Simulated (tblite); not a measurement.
Run report: C4H9PSi, geometry relaxation (part 1 of 2)

System: C4H9PSi, SMILES CCC#C[SiH2]P.
Method: GFN2-xTB geometry optimisation, gas phase (tblite 0.8.0).

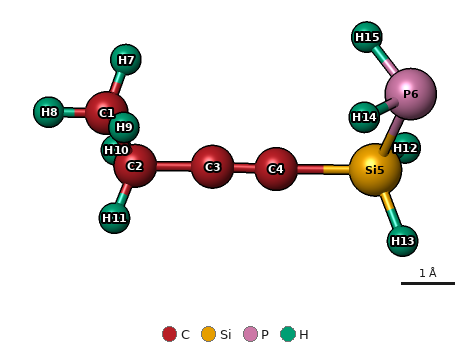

Figure 1. The starting structure (ball-and-stick view, seen at a tilt; atoms are numbered from 1 in the order of the input).

Summary:

| quantity | value |
| --- | --- |
| outcome | converged |
| total energy | −471.6304 eV |
| hardware | 1 CPU thread, shared host |
| peak memory | 0.18 GiB |

The input:
```
{"job": {"kind": "relax", "xc": "GFN2-xTB", "basis": "xTB"}, "charge": 0, "multiplicity": 1}
C      2.302500     1.166700     0.328300
C      1.889300     0.192000    -0.768600
C      0.526200    -0.291100    -0.563900
C     -0.610000    -0.668200    -0.419000
Si    -2.362600    -1.271800    -0.146000
P     -3.139500    -0.269000     1.669100
H      2.237900     0.709800     1.316700
H      3.327300     1.518300     0.176700
H      1.642400     2.043500     0.332100
H      2.579800    -0.664900    -0.747800
H      1.983800     0.669100    -1.739300
H     -2.408700    -2.741300     0.059800
H     -3.233000    -0.898000    -1.289600
H     -2.719000     1.040100     1.329200
H     -2.020800    -0.527200     2.498100
```

The first line tells a small driver script what to run in tblite; the rest is the geometry in Å.

Command:
```bash
OMP_NUM_THREADS=1 python <driver script> task.json out
```

Log:
```
step      E/eV     max force
  0    -471.55341    0.872
  1    -471.58182    1.284
  2    -471.59399    1.117
  3    -471.60720    0.232
  4    -471.61226    0.246
  5    -471.62080    0.323
  6    -471.62331    0.190
  7    -471.62445    0.082
  8    -471.62511    0.088
  9    -471.62605    0.116
 10    -471.62684    0.097
 11    -471.62748    0.075
 12    -471.62792    0.053
 13    -471.62825    0.056
 14    -471.62847    0.032
 15    -471.62860    0.024
 16    -471.62869    0.026
 17    -471.62878    0.035
 18    -471.62890    0.041
 19    -471.62907    0.057
 20    -471.62927    0.059
 21    -471.62949    0.043
 22    -471.62970    0.040
 23    -471.62988    0.044
 24    -471.63003    0.033
 25    -471.63014    0.031
 26    -471.63022    0.022
 27    -471.63027    0.016
 28    -471.63031    0.017
 29    -471.63035    0.020
 30    -471.63038    0.016
 31    -471.63040    0.010
```

Trajectory as extended XYZ (Å, eV, eV/Å), 32 frames, from step=0 to step=31:
```
15
Properties=species:S:1:pos:R:3:forces:R:3 step=0 energy=-471.55341
C     2.3025    1.1667    0.3283   -0.0710   0.5140   0.2400
C     1.8893    0.1920   -0.7686   -0.0140  -0.4210   0.4230
C     0.5262   -0.2911   -0.5639    0.3940   0.1780  -0.2290
C    -0.6100   -0.6682   -0.4190   -0.5380  -0.3420  -0.0450
Si   -2.3626   -1.2718   -0.1460    0.5730  -0.0920  -0.5330
P    -3.1395   -0.2690    1.6691    0.1570   0.5500   0.6580
H     2.2379    0.7098    1.3167    0.0190  -0.0510  -0.1270
H     3.3273    1.5183    0.1767   -0.1740  -0.1190  -0.0200
H     1.6424    2.0435    0.3321    0.1470  -0.1960  -0.0370
H     2.5798   -0.6649   -0.7478   -0.1950   0.0410  -0.0580
H     1.9838    0.6691   -1.7393   -0.1400   0.0720  -0.2090
H    -2.4087   -2.7413    0.0598    0.0810   0.3080  -0.0100
H    -3.2330   -0.8980   -1.2896    0.2210  -0.0280   0.2180
H    -2.7190    1.0401    1.3292   -0.0570  -0.6010   0.1560
H    -2.0208   -0.5272    2.4981   -0.4040   0.1870  -0.4280
15
Properties=species:S:1:pos:R:3:forces:R:3 step=1 energy=-471.58182
C     2.3014    1.1741    0.3317   -0.0060   0.0640   0.1130
C     1.8891    0.1859   -0.7626    0.0850   0.0890   0.0970
C     0.5319   -0.2885   -0.5672   -1.2190  -0.4010   0.0320
C    -0.6177   -0.6731   -0.4196    1.1450   0.2340  -0.2720
Si   -2.3545   -1.2732   -0.1536    0.2060  -0.0300  -0.2100
P    -3.1373   -0.2611    1.6785    0.0100   0.2350   0.3190
H     2.2381    0.7090    1.3148    0.0150  -0.0210  -0.0540
H     3.3248    1.5166    0.1764   -0.0790  -0.0590  -0.0250
H     1.6445    2.0407    0.3316   -0.0160   0.0240  -0.0310
H     2.5770   -0.6643   -0.7487   -0.0670  -0.0880  -0.0160
H     1.9818    0.6701   -1.7423   -0.1370  -0.0630   0.0550
H    -2.4075   -2.7369    0.0597    0.0830   0.2410  -0.0020
H    -3.2298   -0.8984   -1.2865    0.1780  -0.0070   0.1570
H    -2.7198    1.0315    1.3314    0.0220  -0.3880   0.1260
H    -2.0266   -0.5245    2.4920   -0.2210   0.1710  -0.2880
15
Properties=species:S:1:pos:R:3:forces:R:3 step=2 energy=-471.59399
C     2.3003    1.1826    0.3369    0.0180  -0.4640  -0.0930
C     1.8902    0.1810   -0.7549   -0.2740   0.4180  -0.1710
C     0.5199   -0.2917   -0.5701    1.0490   0.3350  -0.1880
C    -0.6089   -0.6747   -0.4242   -0.7290  -0.3830  -0.0320
Si   -2.3430   -1.2750   -0.1645    0.0040   0.1640   0.2000
P    -3.1348   -0.2496    1.6929   -0.2790  -0.2470  -0.1640
H     2.2386    0.7080    1.3122    0.0070   0.0010   0.0710
H     3.3211    1.5140    0.1758    0.0560   0.0210  -0.0300
H     1.6465    2.0381    0.3306   -0.2020   0.2770  -0.0150
H     2.5732   -0.6650   -0.7498    0.0270  -0.2000   0.0370
H     1.9777    0.6703   -1.7446   -0.1420  -0.1910   0.3150
H    -2.4051   -2.7289    0.0595    0.0960   0.1220   0.0100
H    -3.2240   -0.8989   -1.2810    0.1110   0.0330   0.0440
H    -2.7203    1.0170    1.3355    0.1530  -0.0080   0.0560
H    -2.0357   -0.5193    2.4814    0.1030   0.1230  -0.0410
15
Properties=species:S:1:pos:R:3:forces:R:3 step=3 energy=-471.60720
C     2.3007    1.1770    0.3355   -0.0580  -0.0570  -0.0370
C     1.8880    0.1863   -0.7576   -0.0270   0.0450  -0.0150
C     0.5251   -0.2903   -0.5710    0.0780   0.0310  -0.0740
C    -0.6111   -0.6765   -0.4250    0.0790  -0.1030  -0.1290
Si   -2.3443   -1.2733   -0.1615    0.0200   0.1120   0.1230
P    -3.1378   -0.2530    1.6901   -0.1800  -0.1310  -0.0650
H     2.2387    0.7081    1.3131    0.0040  -0.0300   0.0590
H     3.3220    1.5145    0.1755    0.0000  -0.0170  -0.0230
H     1.6441    2.0413    0.3305   -0.0450   0.0690  -0.0050
H     2.5739   -0.6671   -0.7493   -0.0870  -0.0440   0.0130
H     1.9766    0.6682   -1.7410   -0.1160  -0.0670   0.1100
H    -2.4043   -2.7282    0.0596    0.0910   0.1260   0.0120
H    -3.2232   -0.8986   -1.2809    0.1120   0.0310   0.0520
H    -2.7187    1.0179    1.3358    0.1080  -0.0840   0.0660
H    -2.0341   -0.5184    2.4818    0.0230   0.1200  -0.0860
15
Properties=species:S:1:pos:R:3:forces:R:3 step=4 energy=-471.61226
C     2.2996    1.1755    0.3351   -0.0470   0.0480   0.0110
C     1.8870    0.1878   -0.7576    0.0340  -0.0650   0.0320
C     0.5269   -0.2896   -0.5729   -0.1300  -0.0370  -0.0340
C    -0.6096   -0.6790   -0.4280    0.2030  -0.0450  -0.1320
Si   -2.3430   -1.2710   -0.1598    0.0220   0.0970   0.1040
P    -3.1415   -0.2549    1.6898   -0.1280  -0.0940  -0.0450
H     2.2388    0.7075    1.3141   -0.0020  -0.0200   0.0290
H     3.3218    1.5140    0.1750   -0.0300  -0.0280  -0.0180
H     1.6430    2.0430    0.3303   -0.0020   0.0050   0.0010
H     2.5721   -0.6684   -0.7491   -0.0980  -0.0060   0.0090
H     1.9738    0.6665   -1.7384   -0.0890  -0.0090   0.0110
H    -2.4022   -2.7249    0.0598    0.0880   0.1000   0.0170
H    -3.2204   -0.8980   -1.2794    0.0970   0.0390   0.0360
H    -2.7165    1.0151    1.3375    0.0790  -0.0830   0.0580
H    -2.0342   -0.5154    2.4792    0.0030   0.0990  -0.0790
15
Properties=species:S:1:pos:R:3:forces:R:3 step=5 energy=-471.62080
C     2.2964    1.1746    0.3357   -0.0160   0.1370   0.0640
C     1.8855    0.1886   -0.7558    0.0840  -0.1440   0.0560
C     0.5296   -0.2883   -0.5785   -0.3030  -0.1050   0.0390
C    -0.6042   -0.6871   -0.4376    0.2230   0.0100  -0.0950
Si   -2.3378   -1.2640   -0.1549    0.0050   0.0570   0.0640
P    -3.1520   -0.2598    1.6899   -0.0060  -0.0210  -0.0180
H     2.2390    0.7058    1.3162   -0.0170   0.0130  -0.0160
H     3.3199    1.5119    0.1733   -0.0600  -0.0290  -0.0050
H     1.6407    2.0464    0.3298    0.0480  -0.0840   0.0140
H     2.5655   -0.6718   -0.7484   -0.0580   0.0140   0.0120
H     1.9652    0.6630   -1.7335   -0.0180   0.0790  -0.1310
H    -2.3952   -2.7146    0.0608    0.0810   0.0230   0.0330
H    -3.2113   -0.8957   -1.2747    0.0530   0.0610  -0.0140
H    -2.7099    1.0052    1.3431    0.0060  -0.0420   0.0280
H    -2.0357   -0.5062    2.4704   -0.0240   0.0300  -0.0330
15
Properties=species:S:1:pos:R:3:forces:R:3 step=6 energy=-471.62331
C     2.2950    1.1755    0.3369   -0.0030   0.0710   0.0380
C     1.8854    0.1875   -0.7543    0.0420  -0.0760   0.0110
C     0.5293   -0.2883   -0.5807   -0.1710  -0.0670   0.0470
C    -0.6015   -0.6915   -0.4428    0.0870  -0.0130  -0.0580
Si   -2.3352   -1.2601   -0.1522   -0.0140   0.0260   0.0340
P    -3.1565   -0.2620    1.6900    0.0310   0.0060  -0.0070
H     2.2389    0.7053    1.3167   -0.0220   0.0240  -0.0120
H     3.3182    1.5106    0.1725   -0.0420  -0.0140   0.0000
H     1.6401    2.0469    0.3297    0.0310  -0.0690   0.0180
H     2.5621   -0.6734   -0.7479   -0.0160  -0.0050   0.0160
H     1.9613    0.6625   -1.7332    0.0090   0.0690  -0.1070
H    -2.3909   -2.7098    0.0617    0.0770  -0.0040   0.0390
H    -3.2066   -0.8937   -1.2728    0.0370   0.0690  -0.0290
H    -2.7071    1.0002    1.3459   -0.0230  -0.0100   0.0100
H    -2.0368   -0.5018    2.4661   -0.0240  -0.0050  -0.0020
15
Properties=species:S:1:pos:R:3:forces:R:3 step=7 energy=-471.62445
C     2.2943    1.1765    0.3379    0.0000  -0.0150  -0.0030
C     1.8856    0.1863   -0.7538   -0.0090  -0.0020  -0.0300
C     0.5282   -0.2888   -0.5811   -0.0090  -0.0150   0.0320
C    -0.6005   -0.6945   -0.4461   -0.0320  -0.0410  -0.0300
Si   -2.3342   -1.2578   -0.1503   -0.0260  -0.0020   0.0040
P    -3.1582   -0.2629    1.6899    0.0300   0.0160   0.0050
H     2.2384    0.7056    1.3169   -0.0220   0.0220   0.0030
H     3.3168    1.5098    0.1721   -0.0130   0.0010   0.0020
H     1.6402    2.0462    0.3300    0.0000  -0.0290   0.0160
H     2.5604   -0.6746   -0.7474    0.0090  -0.0180   0.0150
H     1.9595    0.6633   -1.7344    0.0170   0.0330  -0.0440
H    -2.3874   -2.7075    0.0629    0.0710  -0.0100   0.0400
H    -3.2035   -0.8915   -1.2725    0.0320   0.0680  -0.0290
H    -2.7061    0.9977    1.3474   -0.0320   0.0140   0.0000
H    -2.0378   -0.4998    2.4640   -0.0140  -0.0220   0.0180
15
Properties=species:S:1:pos:R:3:forces:R:3 step=8 energy=-471.62511
C     2.2939    1.1767    0.3382   -0.0020  -0.0560  -0.0270
C     1.8855    0.1857   -0.7541   -0.0330   0.0300  -0.0420
C     0.5274   -0.2894   -0.5806    0.0670   0.0110   0.0140
C    -0.6006   -0.6966   -0.4482   -0.0730  -0.0470  -0.0160
Si   -2.3344   -1.2568   -0.1492   -0.0240  -0.0190  -0.0180
P    -3.1584   -0.2632    1.6898    0.0150   0.0170   0.0140
H     2.2377    0.7061    1.3171   -0.0200   0.0140   0.0100
H     3.3159    1.5095    0.1720    0.0040   0.0070   0.0020
H     1.6402    2.0453    0.3305   -0.0200  -0.0020   0.0120
H     2.5597   -0.6754   -0.7468    0.0120  -0.0150   0.0080
H     1.9590    0.6643   -1.7359    0.0150   0.0040   0.0030
H    -2.3843   -2.7067    0.0643    0.0640  -0.0070   0.0390
H    -3.2016   -0.8891   -1.2729    0.0300   0.0630  -0.0230
H    -2.7063    0.9969    1.3481   -0.0310   0.0260  -0.0040
H    -2.0384   -0.4994    2.4635   -0.0050  -0.0270   0.0270
15
Properties=species:S:1:pos:R:3:forces:R:3 step=9 energy=-471.62605
C     2.2934    1.1760    0.3382   -0.0080  -0.0740  -0.0420
C     1.8851    0.1850   -0.7555   -0.0450   0.0460  -0.0340
C     0.5264   -0.2905   -0.5794    0.1110   0.0280  -0.0160
C    -0.6010   -0.7002   -0.4517   -0.0760  -0.0370  -0.0010
Si   -2.3353   -1.2558   -0.1480   -0.0090  -0.0340  -0.0420
P    -3.1583   -0.2632    1.6898   -0.0110   0.0160   0.0250
H     2.2363    0.7072    1.3176   -0.0140  -0.0040   0.0110
H     3.3147    1.5092    0.1719    0.0190   0.0090   0.0020
H     1.6399    2.0438    0.3314   -0.0380   0.0230   0.0010
H     2.5590   -0.6767   -0.7458    0.0060   0.0010  -0.0070
H     1.9589    0.6660   -1.7381    0.0090  -0.0340   0.0560
H    -2.3786   -2.7059    0.0671    0.0500  -0.0030   0.0340
H    -3.1982   -0.8842   -1.2742    0.0260   0.0520  -0.0140
H    -2.7073    0.9967    1.3488   -0.0250   0.0380  -0.0080
H    -2.0393   -0.4995    2.4636    0.0080  -0.0290   0.0340
15
Properties=species:S:1:pos:R:3:forces:R:3 step=10 energy=-471.62684
C     2.2926    1.1746    0.3375   -0.0130  -0.0490  -0.0320
C     1.8842    0.1847   -0.7572   -0.0340   0.0320  -0.0070
C     0.5259   -0.2915   -0.5784    0.0860   0.0230  -0.0380
C    -0.6016   -0.7037   -0.4550   -0.0370  -0.0120   0.0080
Si   -2.3364   -1.2555   -0.1476    0.0100  -0.0320  -0.0480
P    -3.1583   -0.2629    1.6903   -0.0250   0.0100   0.0250
H     2.2346    0.7081    1.3181   -0.0080  -0.0210   0.0020
H     3.3138    1.5090    0.1718    0.0170   0.0040   0.0020
H     1.6391    2.0424    0.3324   -0.0390   0.0270  -0.0100
H     2.5584   -0.6776   -0.7451   -0.0040   0.0170  -0.0230
H     1.9590    0.6672   -1.7396    0.0010  -0.0520   0.0740
H    -2.3723   -2.7054    0.0705    0.0340  -0.0020   0.0280
H    -3.1946   -0.8786   -1.2758    0.0190   0.0400  -0.0070
H    -2.7089    0.9973    1.3494   -0.0190   0.0410  -0.0070
H    -2.0400   -0.5003    2.4644    0.0130  -0.0250   0.0330
15
Properties=species:S:1:pos:R:3:forces:R:3 step=11 energy=-471.62748
C     2.2918    1.1730    0.3366   -0.0140   0.0000  -0.0050
C     1.8832    0.1846   -0.7585   -0.0090   0.0050   0.0250
C     0.5257   -0.2924   -0.5780    0.0230   0.0040  -0.0490
C    -0.6019   -0.7065   -0.4578    0.0130   0.0140   0.0120
Si   -2.3372   -1.2558   -0.1482    0.0230  -0.0160  -0.0320
P    -3.1586   -0.2624    1.6912   -0.0210   0.0020   0.0120
H     2.2331    0.7085    1.3184   -0.0030  -0.0310  -0.0130
H     3.3132    1.5088    0.1718    0.0020  -0.0050   0.0020
H     1.6379    2.0415    0.3330   -0.0280   0.0150  -0.0190
H     2.5577   -0.6779   -0.7450   -0.0090   0.0240  -0.0320
H     1.9591    0.6675   -1.7399   -0.0040  -0.0490   0.0570
H    -2.3662   -2.7050    0.0738    0.0200  -0.0040   0.0200
H    -3.1913   -0.8731   -1.2773    0.0120   0.0270  -0.0040
H    -2.7106    0.9986    1.3497   -0.0140   0.0320  -0.0020
H    -2.0404   -0.5014    2.4658    0.0100  -0.0170   0.0250
15
Properties=species:S:1:pos:R:3:forces:R:3 step=12 energy=-471.62792
C     2.2910    1.1721    0.3360   -0.0130   0.0350   0.0190
C     1.8824    0.1846   -0.7589    0.0130  -0.0160   0.0400
C     0.5259   -0.2930   -0.5788   -0.0280  -0.0110  -0.0440
C    -0.6017   -0.7082   -0.4594    0.0400   0.0280   0.0130
Si   -2.3372   -1.2563   -0.1492    0.0240   0.0030  -0.0060
P    -3.1591   -0.2619    1.6921   -0.0040  -0.0050  -0.0050
H     2.2320    0.7082    1.3183   -0.0020  -0.0320  -0.0200
H     3.3128    1.5086    0.1719   -0.0120  -0.0110   0.0020
H     1.6366    2.0411    0.3330   -0.0150   0.0000  -0.0210
H     2.5571   -0.6777   -0.7455   -0.0050   0.0180  -0.0300
H     1.9592    0.6667   -1.7391   -0.0050  -0.0300   0.0230
H    -2.3618   -2.7049    0.0765    0.0100  -0.0060   0.0140
H    -3.1888   -0.8688   -1.2784    0.0070   0.0170  -0.0030
H    -2.7121    0.9999    1.3499   -0.0120   0.0180   0.0040
H    -2.0406   -0.5025    2.4671    0.0000  -0.0080   0.0140
15
Properties=species:S:1:pos:R:3:forces:R:3 step=13 energy=-471.62825
C     2.2901    1.1720    0.3360   -0.0100   0.0420   0.0280
C     1.8819    0.1844   -0.7583    0.0240  -0.0220   0.0330
C     0.5260   -0.2934   -0.5803   -0.0440  -0.0160  -0.0300
C    -0.6013   -0.7089   -0.4603    0.0370   0.0290   0.0130
Si   -2.3366   -1.2566   -0.1500    0.0160   0.0150   0.0150
P    -3.1595   -0.2617    1.6926    0.0140  -0.0080  -0.0190
H     2.2311    0.7073    1.3179   -0.0020  -0.0260  -0.0170
H     3.3122    1.5082    0.1719   -0.0200  -0.0100   0.0030
H     1.6353    2.0409    0.3326   -0.0070  -0.0080  -0.0180
H     2.5566   -0.6773   -0.7465    0.0060   0.0040  -0.0190
H     1.9591    0.6655   -1.7379   -0.0030  -0.0070  -0.0090
H    -2.3584   -2.7048    0.0787    0.0040  -0.0040   0.0080
H    -3.1868   -0.8654   -1.2792    0.0060   0.0090  -0.0010
H    -2.7134    1.0012    1.3502   -0.0110   0.0030   0.0090
H    -2.0408   -0.5034    2.4682   -0.0100  -0.0010   0.0040
15
Properties=species:S:1:pos:R:3:forces:R:3 step=14 energy=-471.62847
C     2.2894    1.1724    0.3363   -0.0080   0.0230   0.0200
C     1.8818    0.1842   -0.7575    0.0210  -0.0150   0.0090
C     0.5261   -0.2937   -0.5820   -0.0270  -0.0110  -0.0140
C    -0.6008   -0.7091   -0.4605    0.0160   0.0210   0.0130
Si   -2.3359   -1.2565   -0.1504    0.0060   0.0160   0.0220
P    -3.1596   -0.2617    1.6927    0.0210  -0.0070  -0.0230
H     2.2306    0.7061    1.3173   -0.0050  -0.0180  -0.0070
H     3.3116    1.5078    0.1720   -0.0180  -0.0040   0.0050
H     1.6341    2.0409    0.3319   -0.0050  -0.0070  -0.0120
H     2.5564   -0.6771   -0.7475    0.0160  -0.0080  -0.0070
H     1.9588    0.6644   -1.7370    0.0010   0.0070  -0.0230
H    -2.3561   -2.7047    0.0802    0.0010   0.0020   0.0030
H    -3.1853   -0.8631   -1.2797    0.0070   0.0030   0.0030
H    -2.7144    1.0020    1.3505   -0.0110  -0.0050   0.0120
H    -2.0411   -0.5039    2.4691   -0.0150   0.0040  -0.0010
15
Properties=species:S:1:pos:R:3:forces:R:3 step=15 energy=-471.62860
C     2.2888    1.1728    0.3368   -0.0070  -0.0030   0.0050
C     1.8821    0.1839   -0.7569    0.0110  -0.0050  -0.0130
C     0.5261   -0.2940   -0.5834    0.0020  -0.0030  -0.0040
C    -0.6005   -0.7089   -0.4603   -0.0040   0.0130   0.0130
Si   -2.3353   -1.2562   -0.1502    0.0010   0.0090   0.0150
P    -3.1594   -0.2618    1.6923    0.0150  -0.0050  -0.0160
H     2.2302    0.7051    1.3169   -0.0080  -0.0100   0.0020
H     3.3109    1.5075    0.1722   -0.0120   0.0020   0.0070
H     1.6333    2.0408    0.3313   -0.0070  -0.0040  -0.0060
H     2.5567   -0.6771   -0.7482    0.0200  -0.0120   0.0020
H     1.9587    0.6638   -1.7368    0.0050   0.0110  -0.0210
H    -2.3548   -2.7046    0.0812   -0.0010   0.0070   0.0010
H    -3.1843   -0.8617   -1.2799    0.0090  -0.0010   0.0070
H    -2.7152    1.0025    1.3510   -0.0090  -0.0070   0.0120
H    -2.0415   -0.5041    2.4695   -0.0140   0.0050  -0.0020
15
Properties=species:S:1:pos:R:3:forces:R:3 step=16 energy=-471.62869
C     2.2882    1.1730    0.3372   -0.0070  -0.0210  -0.0090
C     1.8825    0.1837   -0.7568    0.0020   0.0020  -0.0260
C     0.5261   -0.2942   -0.5843    0.0240   0.0030   0.0010
C    -0.6004   -0.7085   -0.4600   -0.0130   0.0090   0.0120
Si   -2.3350   -1.2558   -0.1498    0.0010   0.0020   0.0030
P    -3.1590   -0.2621    1.6917    0.0010  -0.0030  -0.0050
H     2.2297    0.7042    1.3167   -0.0100  -0.0040   0.0060
H     3.3102    1.5073    0.1724   -0.0070   0.0070   0.0080
H     1.6326    2.0407    0.3308   -0.0090  -0.0030  -0.0020
H     2.5572   -0.6773   -0.7486    0.0180  -0.0080   0.0050
H     1.9587    0.6636   -1.7370    0.0080   0.0090  -0.0130
H    -2.3539   -2.7044    0.0819   -0.0020   0.0110   0.0000
H    -3.1834   -0.8608   -1.2798    0.0090  -0.0030   0.0090
H    -2.7158    1.0026    1.3515   -0.0060  -0.0040   0.0110
H    -2.0421   -0.5042    2.4698   -0.0090   0.0050  -0.0010
```
